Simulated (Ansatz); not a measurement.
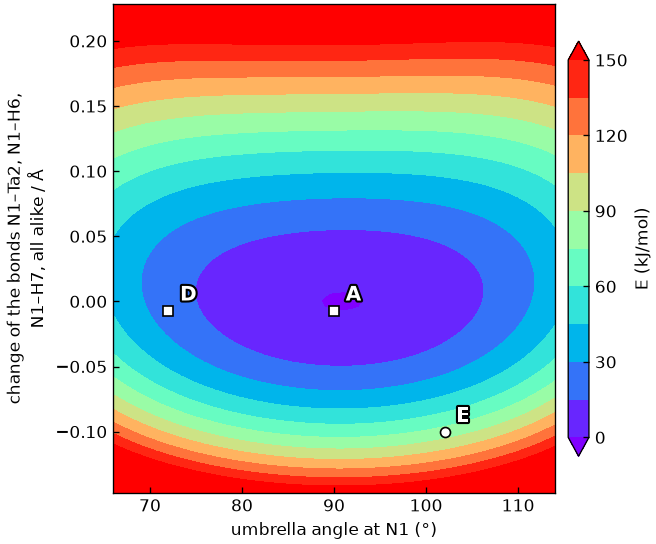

FH3NO2Ta, SMILES [NH2][Ta](=[O])([OH])[F]. 
- The first coordinate is: umbrella angle at N1 (between each of its bonds and their common axis; 90 is planar); the second: change of the bonds N1–Ta2, N1–H6, N1–H7, all alike.
- Nothing is relaxed (all other coordinates rigid).
- The grid has 9 × 9 points.
- Points are written as (first, second).
- All energies are given in kJ/mol relative to the lowest grid point.
- Computed with RKS B3LYP-D4/def2-SVP in Ansatz.

In the figure: filled contours, one colour for all values above the top of the scale, lettered points. Between grid points the surface is interpolated.

Is E the lowest point of the computed grid?

Answer. No. E lies 81 kJ/mol above the lowest grid point, which is at (90°, −0.007 Å).

What kind of point is each of A, E: minimum, saddle, maximum or slope?

Answer. A: minimum; E: on a slope. (In these two coordinates alone; a stationary point may lie a little off the grid point.)
